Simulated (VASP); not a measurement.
Energy against volume of CdS (zinc blende). Level of theory: revPBE GGA, VASP's PBE PAW potentials (set 64) (plane waves; VASP).

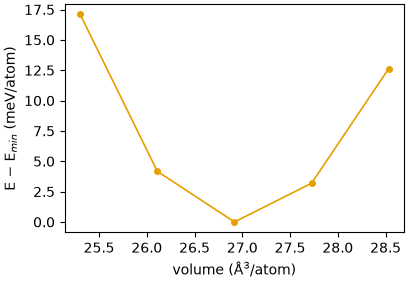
*Energy against volume*

Q: Estimate the equilibrium volume and the bulk modulus.

A: The minimum lies near 26.9 Å³/atom, and the curvature gives B0 of about 48 GPa.

Measured: a 5.832 Å (computed value off by +2.8 %), as given by arXiv:1206.3780. The calculation is for a static lattice, while the measured a holds thermal and zero-point effects, which are part of the difference.

The compound is CdS in the zinc blende structure, a metastable form; wurtzite is the usual one. It was relaxed first, which changed the volume by +9 %.
